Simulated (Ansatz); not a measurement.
# MoPdPt in the AlB2 type: lattice stability ahead of a resistivity run

The plan: relax MoPdPt in the AlB2 type, check its phonons, and, if the lattice is stable, compute its Eliashberg function and ρ(T).

Calculated with Ansatz 0.2.0; DFT PBE, scalar-relativistic, plane waves, PAW; PAW set soft_1.

The structure was built from a prototype and need not be the compound's stable phase.

## Step 1: The structure

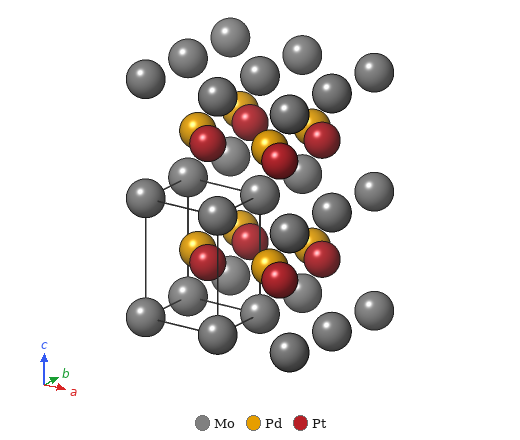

The cell as given, slightly off an axis (molybdenum grey, palladium orange, platinum red). 2×2×2 cells are drawn. Some periodic images of atoms are drawn too.

## Step 2: Rough relaxation

The start is far from rest, so a relaxation with loose thresholds does the first part.

The input, input.yaml:

```yaml
crystal:
  lattice:
    - [3.68232, 0.0, 0.0]
    - [-1.84116, 3.18898, 0.0]
    - [0.0, 0.0, 3.86644]
  atoms:
    - { symbol: Mo, position: [0.0, 0.0, 0.0] }
    - { symbol: Pd, position: [0.33333333, 0.66666667, 0.5] }
    - { symbol: Pt, position: [0.66666667, 0.33333333, 0.5] }
kpoints:
  mp_grid: { grid: [6, 6, 6] }
hamiltonian:
  xc: pbe
  pseudopotentials: { kind: paw, azcp: { folder: soft_1 } }
scf:
  occupations: { method: gaussian, width: 0.1 }
output:
  forces: true
  stress: true
  eigenvalues: true
relax:
  adjacent_minimum: "off"
  f_tol: 0.05
  max_steps: 80
  cell: { stress_tol: 0.5 }
```

The run is started by

```bash
$ ansatz run input.yaml --threads 4 --pin off --max-ram 12288MiB --backend cpu --events-out ev --progress --plain --runs-dir out
```

Numbers of over 12 decimals in the logs are rounded to 6 here.

Log:

```text
The last accepted step is kept in <dir> (removed where the run ends without a failure and the disk answers)
Engine: ansatz 0.2.0, aarch64-unknown-linux-gnu
Pseudopotentials: kind: paw
Pseudopotential: Mo, paw, valence charge 14, recommended cutoff 420 eV (normal), soft_1/Mo.paw.azcp
Pseudopotential: Pd, paw, valence charge 18, recommended cutoff 420 eV (normal), soft_1/Pd.paw.azcp
Pseudopotential: Pt, paw, valence charge 18, recommended cutoff 420 eV (normal), soft_1/Pt.paw.azcp
Functional definition: PBE
  parameter kappa = 0.804
  parameter beta = 0.066725
  exchange = pbe_x(kappa = kappa, mu = beta*pi^2/3)
  correlation = pbe_c(beta = beta)
Crystal: 3 atoms, lattice volume = 45.403 Å³
Basis set: ecut = 420 eV, 877 PW (Γ), exchange–correlation on 50×50×54 points (8 copies of the dense FFT grid, shifted against one another)
Bands: 30, of which v1, the nominal top of the filled ones, is band 25 counted from 1 (24 counted from 0)
Symmetry: 12 space group operations
Space group: P-6m2 (ITA 187), of the structure as read, at distance tolerance 3.6e-5 Å
k-points: 28 of 216 (time reversal used)
Non-local potential: Mo, projectors of the file, l = 0: 3, l = 1: 2, l = 2: 2, l = 3: 1
Non-local potential: Pd, projectors of the file, l = 0: 2, l = 1: 2, l = 2: 2, l = 3: 1
Non-local potential: Pt, projectors of the file, l = 0: 3, l = 1: 2, l = 2: 2, l = 3: 1
PAW form: soft (Blöchl's): semilocal exchange-correlation on the pseudo side does not see the compensation charge
PAW one-centre angular grid: Mo, 590 points (default); XC on 64 Gauss nodes
PAW one-centre angular grid: Pd, 590 points (default); XC on 64 Gauss nodes
PAW one-centre angular grid: Pt, 590 points (default); XC on 64 Gauss nodes
Initial density: superposition of atomic densities (chi_scale 0.1, normalization cell, long waves kept (reshape's long-wave potential 0.00 eV rms))
Initial wavefunctions: pseudopotential atomic-orbital guess
Functional: x = pbe(κ = 0.804, μ = 0.219515), c = pbe(β = 0.066725)
SCF iter   1: F=—  HF=-24450.041944 eV  |F-HF|=—  |Δ(HF+E_count)|=         —  Δρ=1.90e-1  dr2=2.57e1  ethr=3.10e-3  ⟨swp⟩=4.7  Hψ=2850  notcnv=0
preconditioner: auto → Kerker (q_TF=auto, 2.773 Å⁻¹)  [metal: Δε(μ)=0.016 eV  Ē_g=6.481 eV  σ=0.100 eV  W_gap=0.09  n_scr=20 (ndim 8)  ℏωp=28.1 eV  f_vac=0.000  D(μ)=6.21/eV (n_scr^D=84)]
SCF iter   2: F=—  HF=-24447.645932 eV  |F-HF|=—  |Δ(HF+E_count)|=    2.40e0  Δρ=8.90e-2  dr2=6.14e0  ethr=3.10e-3  ⟨swp⟩=2.0  Hψ=1730  notcnv=0  defer=3
SCF iter   3: F=—  HF=-24446.782021 eV  |F-HF|=—  |Δ(HF+E_count)|=   8.64e-1  Δρ=2.51e-2  dr2=6.70e-1  ethr=3.10e-3  ⟨swp⟩=2.1  Hψ=1348  notcnv=0  defer=3
SCF iter   4: F=—  HF=-24446.695421 eV  |F-HF|=—  |Δ(HF+E_count)|=   8.66e-2  Δρ=7.52e-3  dr2=5.71e-2  ethr=1.34e-3  ⟨swp⟩=1.7  Hψ=1087  notcnv=0  defer=3
SCF iter   5: F=—  HF=-24446.686743 eV  |F-HF|=—  |Δ(HF+E_count)|=   8.68e-3  Δρ=2.44e-3  dr2=2.63e-3  ethr=1.14e-4  ⟨swp⟩=1.1  Hψ=848  notcnv=0  defer=3
SCF iter   6: F=—  HF=-24446.686383 eV  |F-HF|=—  |Δ(HF+E_count)|=   3.60e-4  Δρ=5.90e-4  dr2=2.69e-4  ethr=5.27e-6  ⟨swp⟩=2.7  Hψ=1420  notcnv=0  defer=3
SCF iter   7: F=—  HF=-24446.686346 eV  |F-HF|=—  |Δ(HF+E_count)|=   3.72e-5  Δρ=1.72e-4  dr2=1.20e-5  ethr=5.37e-7  ⟨swp⟩=1.9  Hψ=922  notcnv=0  defer=3
SCF iter   8: F=—  HF=-24446.686340 eV  |F-HF|=—  |Δ(HF+E_count)|=   5.83e-6  Δρ=4.13e-5  dr2=9.23e-7  ethr=2.41e-8  ⟨swp⟩=2.5  Hψ=1366  notcnv=0  defer=3
SCF iter   9: F=—  HF=-24446.686340 eV  |F-HF|=—  |Δ(HF+E_count)|=   7.46e-8  Δρ=1.41e-5  dr2=1.35e-7  ethr=2.00e-10  ⟨swp⟩=5.6  Hψ=3166  notcnv=0
SCF iter  10: F=-24446.686340 eV  HF=-24446.686340 eV  |F-HF|=3.20e-10  |Δ(HF+E_count)|=   5.53e-9  Δρ=2.13e-6  dr2=1.80e-9  ethr=2.00e-10  ⟨swp⟩=4.1  Hψ=2533  notcnv=0
SCF 1 converged in 10 iterations: F = -24446.686340 eV  dr2 = 1.80e-9
  greatest PAW one-centre occupation: 1.000 electrons in one spin orbital (limit 2), on the Pt atom at site 2 (counted from 0), in its partial waves of l = 0
relax step   1: F+E_penalty+E_count = -24446.68633988 eV  Δ(F+E_penalty+E_count) = +0.000e0 eV  max|allowed force component| = 1.018e-16 eV/Å  Δτ_max = 0.0000 Å  P = +77.358 GPa  Ω = 45.403 Å³  (10 SCF iters, dr2 threshold 1.00e-7 eV, accepted)
Crystal: 3 atoms, lattice volume = 49.798 Å³
Basis set: ecut = 420 eV, 997 PW (Γ), exchange–correlation on 50×50×54 points (8 copies of the dense FFT grid, shifted against one another)
Initial density: handed on by an earlier stage of this run
Initial wavefunctions: those handed on with the density
iter 1 solved again at ethr=6.97e-4 eV; its pass at ethr=3.10e-3 eV (dr2=3.49e-1 eV) is discarded
SCF iter   1: F=—  HF=-24449.135228 eV  |F-HF|=—  |Δ(HF+E_count)|=         —  Δρ=1.78e-2  dr2=3.51e-1  ethr=6.97e-4  ⟨swp⟩=1.0  Hψ=4404  notcnv=0
preconditioner: auto → Kerker (q_TF=auto, 2.730 Å⁻¹)  [metal: Δε(μ)=0.004 eV  Ē_g=5.981 eV  σ=0.100 eV  W_gap=0.02  n_scr=20 (ndim 8)  ℏωp=26.8 eV  f_vac=0.000  D(μ)=8.02/eV (n_scr^D=144)]
SCF iter   2: F=—  HF=-24449.107051 eV  |F-HF|=—  |Δ(HF+E_count)|=   2.82e-2  Δρ=9.63e-3  dr2=1.08e-1  ethr=6.97e-4  ⟨swp⟩=1.0  Hψ=840  notcnv=0
SCF iter   3: F=—  HF=-24449.092283 eV  |F-HF|=—  |Δ(HF+E_count)|=   1.48e-2  Δρ=1.57e-3  dr2=2.29e-3  ethr=2.16e-4  ⟨swp⟩=1.2  Hψ=845  notcnv=0
SCF iter   4: F=—  HF=-24449.091860 eV  |F-HF|=—  |Δ(HF+E_count)|=   4.23e-4  Δρ=5.97e-4  dr2=1.79e-4  ethr=4.58e-6  ⟨swp⟩=2.3  Hψ=1339  notcnv=0
SCF iter   5: F=—  HF=-24449.091795 eV  |F-HF|=—  |Δ(HF+E_count)|=   6.47e-5  Δρ=1.73e-4  dr2=1.78e-5  ethr=3.58e-7  ⟨swp⟩=2.1  Hψ=1377  notcnv=0
SCF iter   6: F=—  HF=-24449.091794 eV  |F-HF|=—  |Δ(HF+E_count)|=   1.67e-6  Δρ=5.37e-5  dr2=1.94e-6  ethr=3.56e-8  ⟨swp⟩=2.1  Hψ=1067  notcnv=0
SCF iter   7: F=-24449.091793 eV  HF=-24449.091794 eV  |F-HF|=1.01e-7  |Δ(HF+E_count)|=   1.99e-7  Δρ=2.47e-5  dr2=1.97e-7  ethr=6.00e-10  ⟨swp⟩=5.0  Hψ=3199  notcnv=0
SCF 2 converged in 7 iterations: F = -24449.091793 eV  dr2 = 1.97e-7
relax step   2: F+E_penalty+E_count = -24449.09179340 eV  Δ(F+E_penalty+E_count) = -2.405e0 eV  max|allowed force component| = 2.051e-16 eV/Å  Δτ_max = 0.0000 Å  P = +32.405 GPa  Ω = 49.798 Å³  energy of the carried Pulay correction = -2.531e-3 eV  (7 SCF iters, dr2 threshold 3.00e-7 eV, accepted)
Crystal: 3 atoms, lattice volume = 51.153 Å³
iter 1 solved again at ethr=1.73e-4 eV; its pass at ethr=3.10e-3 eV (dr2=8.64e-2 eV) is discarded
SCF iter   1: F=—  HF=-24450.486657 eV  |F-HF|=—  |Δ(HF+E_count)|=         —  Δρ=1.19e-2  dr2=8.47e-2  ethr=1.73e-4  ⟨swp⟩=1.0  Hψ=4239  notcnv=0
[...]
relax step   5: F+E_penalty+E_count = -24452.07826131 eV  Δ(F+E_penalty+E_count) = -7.382e-1 eV  max|allowed force component| = 1.234e-16 eV/Å  Δτ_max = 0.0000 Å  P = +0.674 GPa  Ω = 50.111 Å³  energy of the carried Pulay correction = -3.542e-3 eV  (6 SCF iters, dr2 threshold 3.00e-7 eV, accepted)
relax step   6: F+E_penalty+E_count = -24452.74147168 eV  Δ(F+E_penalty+E_count) = -6.632e-1 eV  max|allowed force component| = 1.002e-16 eV/Å  Δτ_max = 0.0000 Å  P = -0.498 GPa  Ω = 48.620 Å³  energy of the carried Pulay correction = -2.993e-3 eV  (6 SCF iters, dr2 threshold 3.00e-7 eV, accepted)
relax step   7: F+E_penalty+E_count = -24453.38121483 eV  Δ(F+E_penalty+E_count) = -6.397e-1 eV  max|allowed force component| = 3.874e-17 eV/Å  Δτ_max = 0.0000 Å  P = +0.138 GPa  Ω = 46.868 Å³  energy of the carried Pulay correction = -2.261e-3 eV  (7 SCF iters, dr2 threshold 3.00e-7 eV, accepted)
relax step   8: F+E_penalty+E_count = -24453.85199216 eV  Δ(F+E_penalty+E_count) = -4.708e-1 eV  max|allowed force component| = 3.045e-17 eV/Å  Δτ_max = 0.0000 Å  P = +4.683 GPa  Ω = 45.006 Å³  energy of the carried Pulay correction = -1.428e-3 eV  (6 SCF iters, dr2 threshold 3.00e-7 eV, accepted)
relax step   9: F+E_penalty+E_count = -24453.88227265 eV  Δ(F+E_penalty+E_count) = -3.028e-2 eV  max|allowed force component| = 1.156e-17 eV/Å  Δτ_max = 0.0000 Å  P = +7.103 GPa  Ω = 44.375 Å³  energy of the carried Pulay correction = -1.182e-3 eV  (6 SCF iters, dr2 threshold 3.00e-7 eV, accepted)
relax step  10: F+E_penalty+E_count = -24453.91097498 eV  Δ(F+E_penalty+E_count) = -2.870e-2 eV  max|allowed force component| = 4.163e-17 eV/Å  Δτ_max = 0.0000 Å  P = -0.287 GPa  Ω = 45.486 Å³  energy of the carried Pulay correction = -1.812e-3 eV  (6 SCF iters, dr2 threshold 3.00e-7 eV, accepted)
relax step  11: F+E_penalty+E_count = -24453.91164056 eV  Δ(F+E_penalty+E_count) = -6.656e-4 eV  max|allowed force component| = 2.621e-17 eV/Å  Δτ_max = 0.0000 Å  P = +0.173 GPa  Ω = 45.438 Å³  energy of the carried Pulay correction = -1.773e-3 eV  (6 SCF iters, dr2 threshold 3.00e-7 eV, accepted)
relax step  12: F+E_penalty+E_count = -24454.02879977 eV  Δ(F+E_penalty+E_count) = -1.172e-1 eV  max|allowed force component| = 2.544e-17 eV/Å  Δτ_max = 0.0000 Å  P = +4.374 GPa  Ω = 45.438 Å³  stress off target by 6.38e0 GPa  SCF on the basis re-selected at this cell (its energy is not comparable with the rows above)  (6 SCF iters)
relax step  13: F+E_penalty+E_count = -24454.04504908 eV  Δ(F+E_penalty+E_count) = -1.625e-2 eV  max|allowed force component| = 5.358e-17 eV/Å  Δτ_max = 0.0000 Å  P = +0.908 GPa  Ω = 46.056 Å³  energy of the carried Pulay correction = -2.699e-4 eV  (6 SCF iters, dr2 threshold 3.00e-7 eV, accepted)
relax step  14: F+E_penalty+E_count = -24454.04576272 eV  Δ(F+E_penalty+E_count) = -7.136e-4 eV  max|allowed force component| = 6.168e-18 eV/Å  Δτ_max = 0.0000 Å  P = -0.025 GPa  Ω = 46.234 Å³  energy of the carried Pulay correction = -3.496e-4 eV  (6 SCF iters, dr2 threshold 3.00e-7 eV, accepted)
iter 1 solved again at ethr=2.54e-8 eV; its pass at ethr=3.10e-3 eV (dr2=1.27e-5 eV) is discarded
SCF iter   1: F=—  HF=-24454.045884 eV  |F-HF|=—  |Δ(HF+E_count)|=         —  Δρ=4.62e-4  dr2=2.22e-6  ethr=2.54e-8  ⟨swp⟩=3.0  Hψ=5025  notcnv=0
preconditioner: auto → none  [metal: Δε(μ)=0.072 eV  Ē_g=5.870 eV  σ=0.100 eV  W_gap=0.38  n_scr=8 (ndim 8)  ℏωp=27.8 eV  f_vac=0.000  D(μ)=2.75/eV (n_scr^D=32)]
SCF iter   2: F=—  HF=-24454.046020 eV  |F-HF|=—  |Δ(HF+E_count)|=   1.35e-4  Δρ=2.31e-4  dr2=5.41e-7  ethr=4.44e-9  ⟨swp⟩=1.0  Hψ=840  notcnv=0
SCF iter   3: F=—  HF=-24454.046075 eV  |F-HF|=—  |Δ(HF+E_count)|=   5.55e-5  Δρ=5.89e-6  dr2=8.21e-9  ethr=1.08e-9  ⟨swp⟩=1.0  Hψ=840  notcnv=0
iter 4 did not close the SCF: its close was put off for the readings that it lacked (scf_convergence_deferred on its scf_iter line)
SCF iter   4: F=-24454.046075 eV  HF=-24454.046075 eV  |F-HF|=3.35e-10  |Δ(HF+E_count)|=   1.51e-8  Δρ=9.48e-7  dr2=1.28e-10  ethr=1.64e-11  ⟨swp⟩=2.0  Hψ=1359  notcnv=0
iter 5 did not close the SCF: its close was put off for the readings that it lacked (scf_convergence_deferred on its scf_iter line)
SCF iter   5: F=-24454.046075 eV  HF=-24454.046075 eV  |F-HF|=1.46e-11  |Δ(HF+E_count)|=  3.86e-10  Δρ=1.87e-7  dr2=1.50e-11  ethr=1.00e-12  ⟨swp⟩=1.7  Hψ=1201  notcnv=0
SCF iter   6: F=-24454.046075 eV  HF=-24454.046075 eV  |F-HF|=0.00e0  |Δ(HF+E_count)|=    0.00e0  Δρ=3.46e-8  dr2=4.13e-13  ethr=1.00e-12  ⟨swp⟩=1.0  Hψ=1792  notcnv=0
SCF 15 converged in 6 iterations: F = -24454.046075 eV  dr2 = 4.13e-13
relax step  15: F+E_penalty+E_count = -24454.04607506 eV  Δ(F+E_penalty+E_count) = -3.123e-4 eV  max|allowed force component| = 1.966e-17 eV/Å  Δτ_max = 0.0000 Å  P = -0.039 GPa  Ω = 46.234 Å³  stress off target by 5.20e-2 GPa  SCF on the basis re-selected at this cell (its energy is not comparable with the rows above)  (6 SCF iters)
basis re-selected at this cell: Δ(F+E_penalty+E_count) = -3.123e-4 eV, ΔP = -0.014 GPa vs the last step (what re-selecting the basis moved, of the pressure what is left beyond the Pulay correction that the steps carried, after the strain that the cell walked since its last selection, with what the two solves' SCF thresholds leave and, on support functions, any second-order correction that the steps lacked; it is no m [...]
SCF converged after 6 iterations
Free energy (F): -24454.046075 eV
Harris-Foulkes:  -24454.046075 eV  (|F-HF|=0.00e0)
Internal energy: -24454.032321 eV  (E = F + TS)
E sigma→0 (E₀):  -24454.039198 eV
Entropy (-TS):   -0.013754 eV (-4.585 meV/atom)
Fermi energy:    20.823896 eV
--- Per-component energies (eV) ---
  E_band       = -351.701116
  E_kinetic    = 1463.750505
  E_local      = -4230.731739  (includes V_loc(G=0)·N_el)
  E_nonlocal   = 720.799006
  E_hartree    = 1631.672429
  E_xc         = -547.213048
  E_vxc        = -666.520542  (∫ρ·V_xc dr)
  E_paw        = -16505.326781  (= ΣΔE_a)
  E_vpaw       = -902.344595  (= ΣTr[D̂ρ^β])
  E_aug_tail   = 0.001350  (compensation charges beyond the density's cutoff)
  E_ewald      = -6986.984042
  E_smearing   = -0.013754  (= −TS)
  E_closure    = 0.000000  (closes the sum)
  Σ components = -24454.046075   (vs F -24454.046075, Δ=0.00e0)
--- Forces (eV/Å), atoms counted from 1 ---
  atom   1  Mo    -0.00000000    -0.00000000     0.00000000
  atom   2  Pd     0.00000000     0.00000000     0.00000000
  atom   3  Pt     0.00000000    -0.00000000     0.00000000
  max |Σ_I F_I| component: 9.25e-18 eV/Å
--- Stress (GPa, compression-positive) ---
       -0.032291      -0.000000       0.000000
        0.000000      -0.032291       0.000000
        0.000000       0.000000      -0.051986
  P = ⅓ Tr σ = -0.0389 GPa (-0.389 kbar)
--- Band table (eV; the first three rows and the last of 28) ---
  k-point 0: bands = [... 21 lower, 18.8653, 19.3249, 19.3249, 19.8232, 19.8232, 23.3456, 23.3456, 27.5434, ... 1 higher]
  k-point 1: bands = [... 21 lower, 19.2966, 19.2966, 19.6015, 20.7324, 20.7324, 22.7678, 22.7678, 27.6599, ... 1 higher]
  k-point 2: bands = [... 21 lower, 18.4723, 20.0047, 22.0443, 22.0443, 22.2057, 22.2057, 22.3038, 27.5194, ... 1 higher]
  k-point 27: bands = [... 21 lower, 20.3122, 20.4091, 20.7728, 21.5513, 22.1658, 23.6746, 23.8330, 25.7828, ... 1 higher]
--- Relaxed structure (13 steps of the walk, 13 accepted, 2 SCFs on fresh bases) ---
  F+E_penalty+E_count = -24454.04607506 eV   max|allowed force component| = 1.966e-17 eV/Å   (the final SCF, on the basis selected at the relaxed cell)
  cell:  # Å, volume = 46.2339 Å³
    - [4.470855, 0, 0.0]
    - [-2.235428, 3.871874, 0.0]
    - [0.0, 0.0, 2.670846]
  atoms:
    - { symbol: Mo, position: [0, 0, 0.0] }
    - { symbol: Pd, position: [0.333333, 0.666667, 0.5] }
    - { symbol: Pt, position: [0.666667, 0.333333, 0.5] }
```

It took 14 s on 4 threads of Arm Neoverse V2, shared host; peak memory 0.39 GiB; 49 s of CPU time.

Relaxation path:

| step | energy less that of the first step (eV) | largest force component (eV/Å) | pressure (GPa) | volume (Å³) |
| --- | --- | --- | --- | --- |
| 1 | 0.0000 | 0.0000 | 77.36 | 45.40 |
| 2 | -2.4055 | 0.0000 | 32.41 | 49.80 |
| 3 | -3.7885 | 0.0000 | 13.34 | 51.15 |
| 4 | -4.6538 | 0.0000 | 4.89 | 51.05 |
| 5 | -5.3919 | 0.0000 | 0.67 | 50.11 |
| 6 | -6.0551 | 0.0000 | -0.50 | 48.62 |
| 7 | -6.6949 | 0.0000 | 0.14 | 46.87 |
| 8 | -7.1657 | 0.0000 | 4.68 | 45.01 |
| 9 | -7.1959 | 0.0000 | 7.10 | 44.38 |
| 10 | -7.2246 | 0.0000 | -0.29 | 45.49 |
| 11 | -7.2253 | 0.0000 | 0.17 | 45.44 |
| 12* | -7.3425 | 0.0000 | 4.37 | 45.44 |
| 13 | -7.3587 | 0.0000 | 0.91 | 46.06 |
| 14 | -7.3594 | 0.0000 | -0.02 | 46.23 |
| 15* | -7.3597 | 0.0000 | -0.04 | 46.23 |

Relaxation steps marked * repeat the geometry before them on a plane-wave basis chosen anew for their cell, so energy and pressure can jump there.

Forces are held to the 12 operations that the run works with; a distortion that breaks them can't arise in this run.

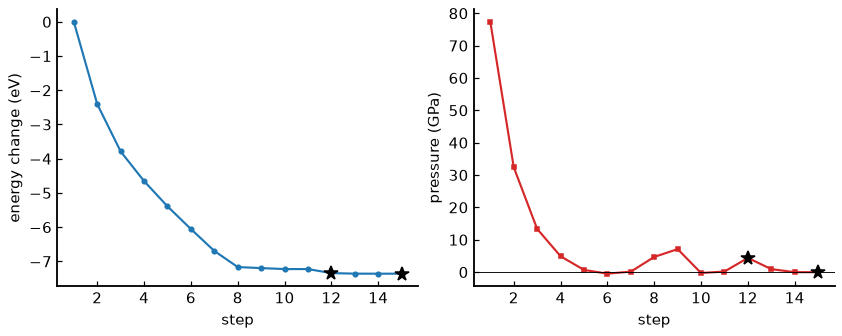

Energy and pressure along the relaxation. Stars mark steps on a basis chosen anew.

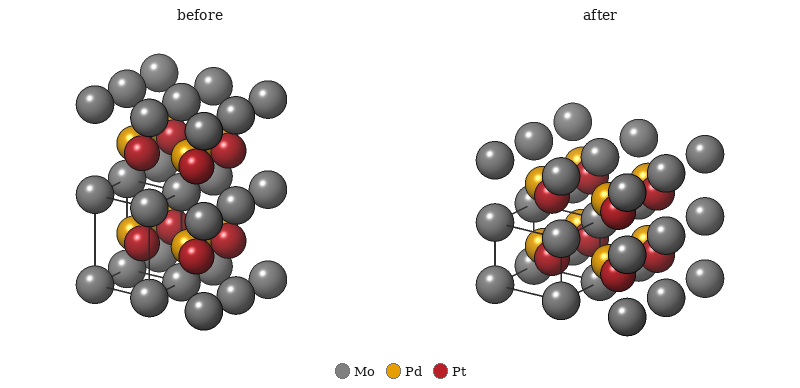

The structure before and after the relaxation, drawn at the same scale.

| cell as run | before | after | change |
| --- | --- | --- | --- |
| a (Å) | 3.682 | 4.471 | +21.4 % |
| b (Å) | 3.682 | 4.471 | +21.4 % |
| c (Å) | 3.866 | 2.671 | -30.9 % |
| volume (Å³/atom) | 15.13 | 15.41 | +1.8 % |

Final coordinates:

```cif
data_structure
_symmetry_space_group_name_H-M 'P 1'
_symmetry_Int_Tables_number 1
_cell_length_a 4.4709
_cell_length_b 4.4709
_cell_length_c 2.6708
_cell_angle_alpha 90.000
_cell_angle_beta 90.000
_cell_angle_gamma 120.000
_cell_volume 46.23
loop_
_atom_site_label
_atom_site_type_symbol
_atom_site_fract_x
_atom_site_fract_y
_atom_site_fract_z
_atom_site_occupancy
Mo1 Mo 0.00000 0.00000 0.00000 1
Pd2 Pd 0.33333 0.66667 0.50000 1
Pt3 Pt 0.66667 0.33333 0.50000 1
```

Numbers from this step:

- pressure: -0.03886 GPa
- volume per atom: 15.41 Å³/atom
- metallic on mesh: yes
- gap on the k-mesh: 0 eV

The largest force is now zero by symmetry and the largest stress component 0.052 GPa.

## Step 3: Relaxing cell and atoms

Lattice constant and positions set the bands and the force constants, so the cell is relaxed first.

input.yaml, the sections that differ from step 2:

```yaml
crystal:
  lattice:
    - [4.4708550187, 0.0, 0.0]
    - [-2.2354275094, 3.8718740229, 0.0]
    - [0.0, 0.0, 2.6708462124]
  atoms:
    - { symbol: Mo, position: [0.0, 0.0, 0.0] }
    - { symbol: Pd, position: [0.3333333333, 0.6666666667, 0.5] }
    - { symbol: Pt, position: [0.6666666667, 0.3333333333, 0.5] }
kpoints:
  mp_grid: { grid: [9, 9, 12] }
relax:
  adjacent_minimum: "off"
  f_tol: 0.005
  max_steps: 80
  cell: { stress_tol: 0.05 }
# hamiltonian, scf, output: as in step 2
```

Log:

```text
[the first part of the log is left out]
  E_vxc        = -666.396581  (∫ρ·V_xc dr)
  E_paw        = -16505.379766  (= ΣΔE_a)
  E_vpaw       = -902.418062  (= ΣTr[D̂ρ^β])
  E_aug_tail   = 0.001359  (compensation charges beyond the density's cutoff)
  E_ewald      = -6982.445481
  E_smearing   = -0.011696  (= −TS)
  E_closure    = 0.000000  (closes the sum)
  Σ components = -24453.953982   (vs F -24453.953982, Δ=0.00e0)
[...]
--- Stress (GPa, compression-positive) ---
       -0.000450       0.000000      -0.000000
        0.000000      -0.000450       0.000000
       -0.000000       0.000000      -0.003072
  P = ⅓ Tr σ = -0.0013 GPa (-0.013 kbar)
--- Band table (eV; the first three rows and the last of 84) ---
[...]
--- Relaxed structure (5 steps of the walk, 5 accepted, 1 SCFs on fresh bases) ---
[...]
cell:  # Å, volume = 46.3217 Å³
    - [4.467971, 2.8848806449014114e-11, 0]
    - [-2.233986, 3.869377, 0]
    - [0, 0, 2.679372]
  atoms:
    - { symbol: Mo, position: [0, 0, 0] }
    - { symbol: Pd, position: [0.333333, 0.666667, 0.5] }
    - { symbol: Pt, position: [0.666667, 0.333333, 0.5] }
```

Elapsed: 16 s, on 4 threads; peak memory 0.48 GiB; 60 s of CPU time.

Relaxation path:

| step | energy less that of the first step (eV) | largest force component (eV/Å) | pressure (GPa) | volume (Å³) |
| --- | --- | --- | --- | --- |
| 1 | 0.0000 | 0.0000 | 0.45 | 46.23 |
| 2 | 0.0001 | 0.0000 | -0.66 | 46.45 |
| 3 | -0.0007 | 0.0000 | 0.14 | 46.29 |
| 4 | -0.0007 | 0.0000 | -0.08 | 46.34 |
| 5 | -0.0007 | 0.0000 | 0.00 | 46.32 |
| 6 | -0.0007 | 0.0000 | 0.00 | 46.32 |

The log counts 1 steps on a newly chosen plane-wave basis, not all of them marked here; energy and pressure can jump at such steps.

| conventional cell, symmetrised | before | after | change |
| --- | --- | --- | --- |
| a (Å) | 4.471 | 4.468 | -0.1 % |
| b (Å) | 4.471 | 4.468 | -0.1 % |
| c (Å) | 2.671 | 2.679 | +0.3 % |
| volume (Å³/atom) | 15.41 | 15.44 | +0.2 % |

The relaxed structure:

```
Mo Pd Pt
1.0
     4.46797    0.00000    0.00000
    -2.23399    3.86938    0.00000
     0.00000    0.00000    2.67937
Mo Pd Pt
1 1 1
Direct
  0.00000 0.00000 0.00000
  0.33333 0.66667 0.50000
  0.66667 0.33333 0.50000
```

Numbers from this step:

```yaml
pressure: -0.001324 GPa
volume_per_atom: 15.44 Å³/atom
```

The largest force is now zero by symmetry and the largest stress component 0.0031 GPa.

[end of part 1 of 3]

[Logs are printed without paths, hosts, clocks, repeated set-up lines and the standing remarks that a program may print on its own settings, such as how far it seeks lower states.]

[Hosts, paths, dates, database ids (printed as entryN), source tags and the programs' standing remarks are cut or masked in the printed files.]
